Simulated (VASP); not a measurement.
# A VASP study of AlNi3 (r2SCAN + rVV10): structure first, properties next, part 7 of 13

What structure does AlNi3 take at this level, and what are its properties? The start is a computed cell from the Materials Project.

VASP 6.6.1, plane waves and PAW; the level of theory is named at each step.

Still holding for the runs below: The magnetic order is the only one that the search above brought to convergence with its moments; longer or canted patterns were not tried. The k-mesh is coarse for a metal.

So far. Step 6 (Magnetic order: antiferromagnetic, q = (1/2, 1/2, 0)): The energy lies +19.8 meV an atom from the first pattern. The moments fall under 0.1 μB, and the mesh shows no gap. Step 7 (The orders side by side): The session goes on in the lowest magnetic state found: ferromagnetic. Runs that ended non-magnetic differ by up to 4.1 meV an atom among themselves, which is the error from the unlike meshes of the cells.

## 8. Relaxing cell and atoms (r2SCAN + rVV10) (continued)

Level of this step: r2SCAN with rVV10, spin-polarised from a ferromagnetic start; plane waves and PAW (Al, Ni) (VASP).

Spin moment in the PAW sphere by atom:

```tsv
atom	spin moment in the PAW sphere (μB)
Al1	-0.020
Ni2	0.323
Ni3	0.323
Ni4	0.323
```

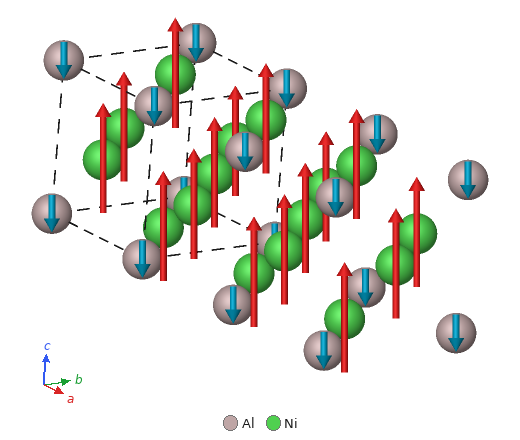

Spin moment in the PAW sphere as arrows, the longest 0.323 μB. Up and down stand for the sign. Arrows give size and sign along the axis of quantisation, drawn up and down the page. Each arrow also spans its atom, so small moments look longer than they are. The two directions have two colours. 3×1×1 cells are drawn. Some periodic images of atoms are drawn too.

It ends with forces that vanish by symmetry and a pressure of 0.03 GPa.

## 9. Density, ELF and potential (r2SCAN + rVV10)

A single point on the relaxed cell gives a clean self-consistent state, with density, ELF and potential written out.

The input, INCAR:

```
SYSTEM = AlNi3
PREC = Accurate
ENCUT = 400
EDIFF = 1E-06
NELM = 100
ISMEAR = 1
SIGMA = 0.2
LREAL = .FALSE.
ALGO = Normal
METAGGA = R2SCAN
LUSE_VDW = .TRUE.
IVDW_NL = 2
BPARAM = 11.95
CPARAM = 0.0093
LASPH = .TRUE.
NBANDS = 25
ISPIN = 2
MAGMOM = -0.02 0.32 0.32 0.32
LMAXMIX = 4
LORBIT = 11
LWAVE = .FALSE.
LCHARG = .TRUE.
ISIF = 2
LELF = .TRUE.
LVHAR = .TRUE.
```

The input, POSCAR:

```
AlNi3
1.0
    3.5153232948      0.0000000000      0.0000000000
    0.0000000000      3.5153232948      0.0000000000
    0.0000000000      0.0000000000      3.5153232948
Al Ni
1 3
Direct
    0.0000000000      0.0000000000      0.0000000000
    0.0000000000      0.5000000000      0.5000000000
    0.5000000000      0.0000000000      0.5000000000
    0.5000000000      0.5000000000      0.0000000000
```

The input, KPOINTS:

```
Automatic mesh
0
Gamma
6 6 6
0 0 0
```

PAW data sets: Al and Ni (PBE family, release 64).

Command:

```
> mpirun -np 8 vasp_std
```

Log:

```text
[banner, memory and clock lines left out]
running    8 mpi-ranks, on    1 nodes
 distrk:  each k-point on    8 cores,    1 groups
 distr:  one band on    1 cores,    8 groups

 POSCAR found type information on POSCAR AlNi
 POSCAR found :  2 types and       4 ions
 [... a notice as in an earlier step ...]

 [... a notice as in an earlier step ...]

 [... a notice as in an earlier step ...]

 LDA part: xc-table for (None), standard interpolation
|                                                                             |
|           W    W    AA    RRRRR   N    N  II  N    N   GGGG   !!!           |
|           W    W   A  A   R    R  NN   N  II  NN   N  G    G  !!!           |
|           W    W  A    A  R    R  N N  N  II  N N  N  G       !!!           |
|           W WW W  AAAAAA  RRRRR   N  N N  II  N  N N  G  GGG   !            |
|           WW  WW  A    A  R   R   N   NN  II  N   NN  G    G                |
|           W    W  A    A  R    R  N    N  II  N    N   GGGG   !!!           |
|                                                                             |
|     The number of bands has been changed from the values supplied in        |
|     The orbitals not found in the WAVECAR file will be initialized with     |
|     random numbers, which is usually adequate. For correlated               |
|     calculations, however, you should redo the groundstate calculation.     |
|     I found NBANDS = 25. Now, NBANDS = 32.                                  |
|                                                                             |

 POSCAR, INCAR and KPOINTS ok, starting setup
 FFT: planning ... GRIDC
 FFT: planning ... GRID_SOFT
 FFT: planning ... GRID
 WAVECAR not read
 entering main loop
       N       E                     dE             d eps       ncg     rms          rms(c)
Total rVV10 correction in eV:      0.8482919    38.8319069
DAV:   1     0.152473102922E+03    0.15247E+03   -0.11203E+04  2672   0.113E+03
DAV:   2    -0.383337489531E+02   -0.19081E+03   -0.17304E+03  2608   0.246E+02
DAV:   3    -0.515409451116E+02   -0.13207E+02   -0.12350E+02  3056   0.779E+01
DAV:   4    -0.517798376524E+02   -0.23889E+00   -0.23860E+00  2952   0.104E+01
DAV:   5    -0.517892487246E+02   -0.94111E-02   -0.94105E-02  3336   0.180E+00    0.208E+01
Total rVV10 correction in eV:      0.7728346    38.8319126
DAV:   6    -0.489108207445E+02    0.28784E+01   -0.29215E+01  2968   0.978E+01    0.220E+01
Total rVV10 correction in eV:      0.8067914    38.8319134
DAV:   7    -0.434364203353E+02    0.54744E+01   -0.93288E+00  3160   0.483E+01    0.317E+00
Total rVV10 correction in eV:      0.8027880    38.8319130
DAV:   8    -0.435016632656E+02   -0.65243E-01   -0.20493E-01  3104   0.402E+00    0.202E+00
Total rVV10 correction in eV:      0.7974651    38.8319130
DAV:   9    -0.434999771395E+02    0.16861E-02   -0.37874E-02  3664   0.358E+00    0.777E-01
Total rVV10 correction in eV:      0.7964877    38.8319130
DAV:  10    -0.435036341814E+02   -0.36570E-02   -0.11119E-02  3000   0.110E+00    0.344E-01
Total rVV10 correction in eV:      0.7962376    38.8319130
DAV:  11    -0.435041633016E+02   -0.52912E-03   -0.10255E-03  3176   0.343E-01    0.190E-01
Total rVV10 correction in eV:      0.7958447    38.8319130
DAV:  12    -0.435042567459E+02   -0.93444E-04   -0.36801E-04  3328   0.262E-01    0.790E-02
Total rVV10 correction in eV:      0.7959719    38.8319130
DAV:  13    -0.435042596409E+02   -0.28950E-05   -0.91715E-05  2912   0.114E-01    0.226E-02
Total rVV10 correction in eV:      0.7960033    38.8319130
DAV:  14    -0.435042572781E+02    0.23628E-05   -0.74437E-06  3280   0.254E-02    0.788E-03
Total rVV10 correction in eV:      0.7960152    38.8319130
DAV:  15    -0.435042566341E+02    0.64402E-06   -0.77191E-07  2152   0.117E-02
Total rVV10 correction in eV:      0.7960207    38.8319130
Total rVV10 correction in eV:      0.7960177    38.8319130
   1 F= -.43504257E+02 E0= -.43506749E+02  d E =0.747612E-02  mag=     0.8535
```

Elapsed: 26 s, on 8 MPI ranks of Intel Xeon Platinum 8259CL at 2.50GHz (Skylake/Cascade Lake), shared host; peak memory 1.1 GiB; 3.4 min of CPU time.

OUTCAR, selected parts (step 9):

```text
   k-points           NKPTS =     20   k-points in BZ     NKDIM =     20   number of bands    NBANDS=     32

   ENCUT  =  400.0 eV  29.40 Ry    5.42 a.u.   5.73  5.73  5.73*2*pi/ulx,y,z

   NELECT =      33.0000    total number of electrons

 E-fermi :   9.8944

 spin component 1
 k-point     1 :       0.0000    0.0000    0.0000
  band No.  band energies     occupation
    ...
     12       9.0535      1.00000
     13       9.3945      1.00116
     14       9.5055      1.00952
     15       9.5055      1.00952
     16       9.5055      1.00952
     17      10.7870     -0.00000
     18      10.7870     -0.00000
     19      10.7870     -0.00000
     20      16.7592      0.00000
     21      16.7592      0.00000
    ...

 k-point     2 :       0.1667    0.0000    0.0000
  band No.  band energies     occupation
    ...
     13       8.9877      1.00000
     14       9.0544      1.00000
     15       9.2682      1.00004
     16       9.5056      1.00955
     17       9.6102      1.03098
     18      11.7607     -0.00000
     19      11.7607     -0.00000
     20      16.7162      0.00000
     21      17.4702      0.00000
     22      19.3068      0.00000
    ...

  Total        0.0086068      0.0086068      0.0086068      0.0000000     -0.0000000      0.0000000
  in kB        0.3174374      0.3174374      0.3174374      0.0000000     -0.0000000      0.0000000
  external PRESSURE =       0.3174374 kB  Pullay stress =       0.0000000 kB

 POSITION                                       TOTAL-FORCE (eV/Angst)
 -----------------------------------------------------------------------------------
      0.00000      0.00000      0.00000         0.000000      0.000000      0.000000
      0.00000      1.75766      1.75766         0.000000      0.000000      0.000000
      1.75766      0.00000      1.75766         0.000000      0.000000      0.000000
      1.75766      1.75766      0.00000         0.000000      0.000000      0.000000
 -----------------------------------------------------------------------------------
    total drift:                                0.000000     -0.000000     -0.000000

  FREE ENERGIE OF THE ION-ELECTRON SYSTEM (eV)
  ---------------------------------------------------
  free  energy   TOTEN  =       -43.5042566341 eV

  energy  without entropy=      -43.5117327571  energy(sigma->0) =      -43.50674868

[... 5 parts as in an earlier step ...]

[... 16 further parts left out ...]
```

With spin, VASP writes an ELF for each channel.

This step gave:

| Property | Result |
| --- | --- |
| SCF cycles | 15 |
| bands | 32 |
| free energy (TOTEN) | -43.50 eV |
| pressure | 0.03174 GPa |
| moment of the cell, from the last line of the log | 0.8535 μB |

Valence electrons inside each PAW sphere by angular momentum. Sphere charges, by row:

```tsv
atom	s (e)	p (e)	d (e)	tot (e)
Al1	0.414	0.421	0	0.835
Ni2	0.526	0.58	8.39	9.496
Ni3	0.526	0.58	8.39	9.496
Ni4	0.526	0.58	8.39	9.496
```

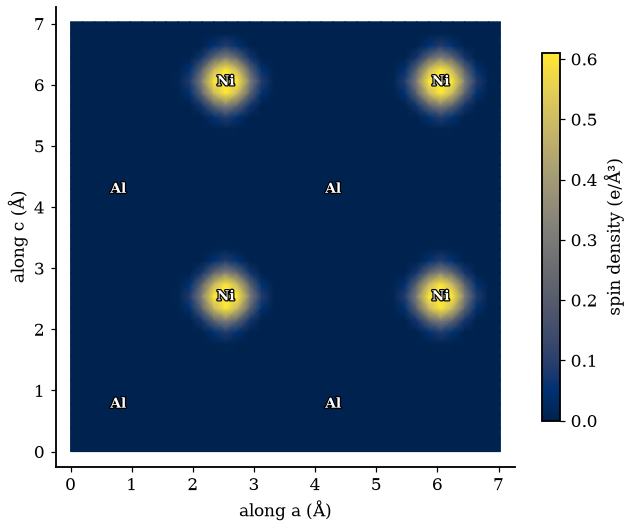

Spin density in the ac plane at fractional y = 0.000, with atoms of Al and Ni within 0.2 Å of it. The map starts off the cell's origin, so that atoms lie inside it.

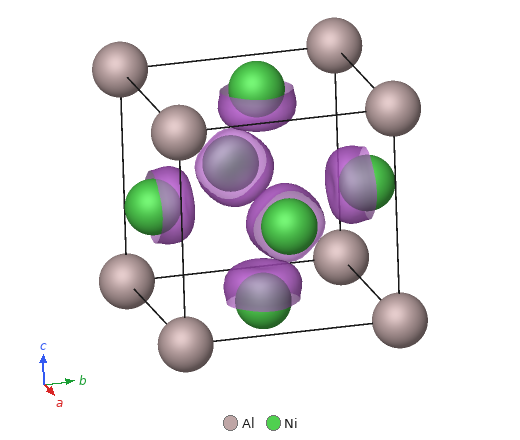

Surface of spin density = 0.085 e/Å³, which holds about 70 % of the integral of its size.

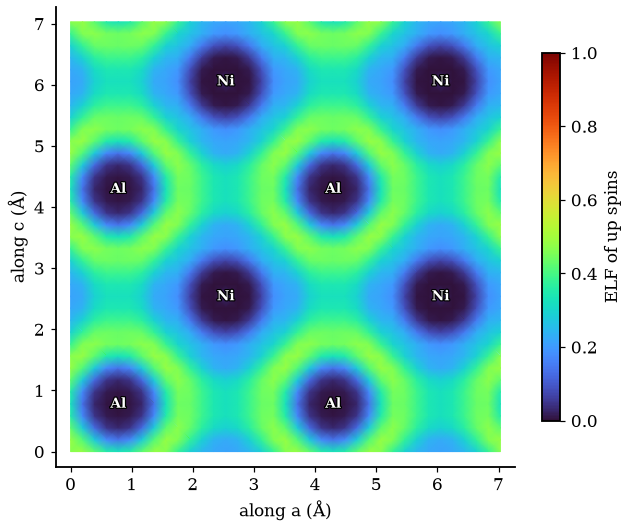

ELF of up spins in the ac plane at fractional y = 0.000, with atoms of Al and Ni within 0.2 Å of it. It is the smooth field of the valence electrons, not physical close to the nuclei. The map starts off the cell's origin, so that atoms lie inside it.

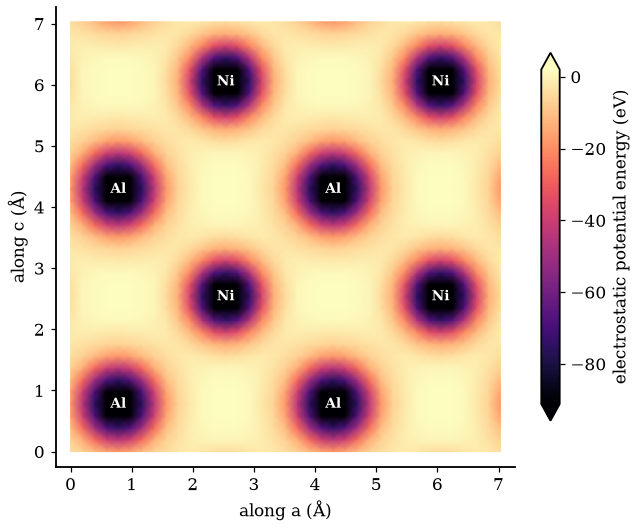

Electrostatic potential energy in the ac plane at fractional y = 0.000, with atoms of Al and Ni within 0.2 Å of it. With pseudopotentials it is smooth inside the atoms' cores, unlike the true potential. The map starts off the cell's origin, so that atoms lie inside it.

In this run the pressure is 0.03 GPa, small enough to go on.

[end of part 7 of 13]

[Lines on the potential files, build, host, timing and source positions are cut from VASP's logs without a mark.]

[Logs are printed without paths, hosts, clocks, repeated set-up lines and the standing remarks that a program may print on its own settings, such as how far it seeks lower states.]

[Hosts, paths, dates, database ids (printed as entryN), source tags and the programs' standing remarks are cut or masked in the printed files.]

[A measured line is paired with the nearest computed mode of its activity, which favours agreement.]
